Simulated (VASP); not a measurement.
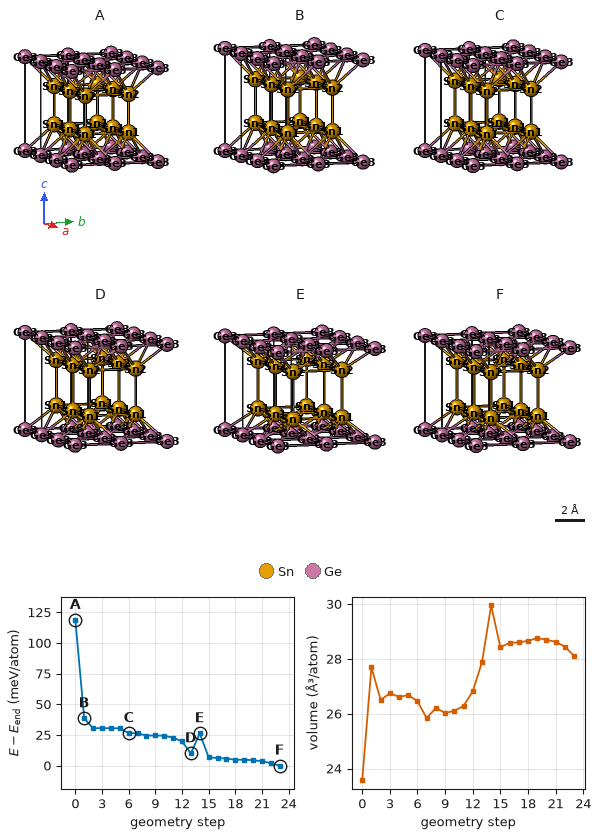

Frames of a relaxation of crystalline Sn₂Ge (a generated structure, set up in P4/mmm), marked on the history of the run. Style: ball-and-stick. Shown: the cell of the calculation, repeated 3 × 2 × 1 with one cell outlined, slightly off an axis.

The run lets cell and atoms move.

These are results of Kohn-Sham DFT of a periodic cell, PBE, VASP PAW PBE potentials, recommended (VASP), not measurements.

The input:
```
  ALGO = Fast
  EDIFF = 1E-4
  EDIFFG = -0.08
  ENCUT = 520
  GGA = PE
  IBRION = 2
  ISIF = 3
  ISMEAR = 0
  LASPH = True
  LCHARG = False
  LREAL = False
  LWAVE = False
  NELM = 60
  NSW = 24
  PREC = Normal
  SIGMA = 0.15
```

Command:
```bash
cat potpaw_PBE.64/Sn_d/POTCAR potpaw_PBE.64/Ge_d/POTCAR > POTCAR
mpirun -np 1 vasp_std > vasp.out
```

What happens along the run?

Answer. The relaxation stopped without meeting its thresholds, so the last structure isn't shown to be converged. The largest moves relative to the cell, 0.26 Å, are those of Sn1 and Sn2. Sn1 goes along −c. Ge stays in place. Cell: a = b 3.248 → 3.544 Å (+9.1 %), c 6.702 → 6.713 Å (+0.2 %). Volume +19.2 %. Near-neighbour distances that change, for instance: Sn1–Sn2 2.748 → 3.280 Å, Sn1–Sn2 (another image) 3.954 → 3.433 Å, Sn1–Sn1 3.248 → 3.544 Å, Ge3–Ge3 3.248 → 3.544 Å. Bond angles that change, for instance: Ge3–Sn1–Ge3 98.6° → 111.2°, Ge3–Sn1–Ge3 64.8° → 71.4°, Sn2–Sn1–Ge3 130.7° → 124.4°. The space group stays P4/mmm (No. 123). After 23 geometry steps the energy has fallen by 119 meV per atom. The largest force component goes from 1.1 to 0.11 eV/Å. Pressure: 7.81 GPa at the start and −0.21 GPa at the end. The volume changes by over a tenth within one run on a fixed set of plane waves, so the end point should be relaxed again from the new cell. It ran on 1 thread of AMD EPYC 9R14 (Zen 4), with other jobs on the host. From step 0 to 1: Sn atoms move most (0.06 Å), volume +17.5 %, energy −80.2 meV per atom. From step 1 to 6: volume −4.5 %, energy −12.1 meV per atom. From step 6 to 13: Sn atoms move most (0.14 Å), volume +5.4 %, energy −16.5 meV per atom. From step 13 to 14: Sn atoms move most (0.13 Å), volume +7.4 %, energy +16.3 meV per atom. From step 14 to 23: Sn atoms move most (0.06 Å), volume −6.1 %, energy −26.3 meV per atom.

```csv
step,"E − E(0), meV/atom","largest force component, eV/Å","pressure, GPa","volume, Å³/atom"
0,0.00,1.1044,7.81,23.574
1,-80.18,0.2866,-3.36,27.694
2,-88.28,0.3925,0.34,26.501
3,-88.09,0.3219,-1.41,26.745
4,-88.28,0.3965,-0.42,26.615
5,-88.22,0.3144,-0.73,26.678
6,-92.24,0.2148,-0.78,26.455
7,-92.33,0.1064,2.72,25.837
8,-94.25,0.1495,-1.07,26.214
9,-94.08,0.0036,1.33,26.025
10,-94.35,0.0871,0.34,26.105
11,-95.91,0.0183,0.42,26.283
12,-98.96,0.0029,0.05,26.816
13,-108.72,0.0931,-1.09,27.874
14,-92.39,0.1869,-1.50,29.948
15,-111.97,0.1552,-1.81,28.426
16,-112.46,0.0934,-1.78,28.584
17,-112.91,0.0782,-1.54,28.603
18,-113.90,0.0433,-1.58,28.657
19,-113.90,0.0501,-1.54,28.762
20,-114.25,0.0713,-2.04,28.698
21,-115.11,0.0115,-1.46,28.620
22,-116.71,0.0381,-1.20,28.449
23,-118.74,0.1070,-0.21,28.109
```
